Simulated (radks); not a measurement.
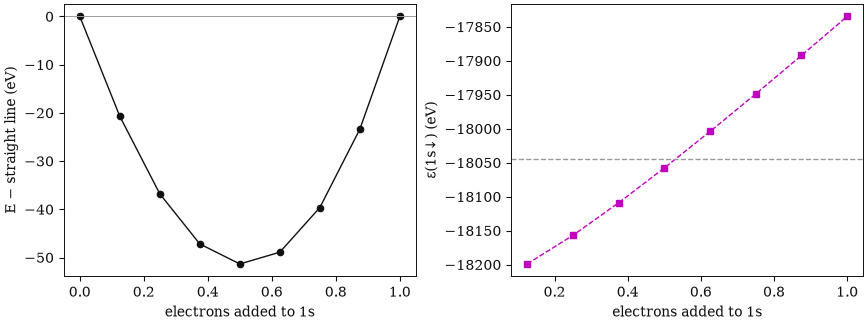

Theory: scalar-relativistic Kohn-Sham, BLYP, spin-polarised, spherical densities, finite nucleus (computed with the in-house radial solver radks). The occupation of the 1s shell is varied from Zr²⁺ (1s1 2s2 2p6 3s2 3p6 3d10 4s2 4p6 4d2 5s1 (high spin)) to Zr⁺ ([Kr] 4d2 5s1 (high spin)), with spherical fractional occupations. The plot shows the total energy less the straight line between the end points, and the eigenvalue of 1s↓ (the dashed line is minus the energy to take the whole electron out).

**What does the shape say about the method?**

The curve is convex (below the straight line), with the largest deviation among the points computed, −51.34 eV, at 0.5. The end points differ by 18.04 keV, the energy to take the electron out. The eigenvalue, which is the slope of the energy (Janak's theorem), moves from −18.20 keV at 0.125 to −17.83 keV at 1; for a straight line it would stay constant, and a parabola would sag by an eighth of this change, scaled to a whole electron, 52.05 eV. Convexity is the delocalisation error: fractional charges are too low in energy. The shell lies under occupied ones, so the straight line is a guide here rather than an exact condition.
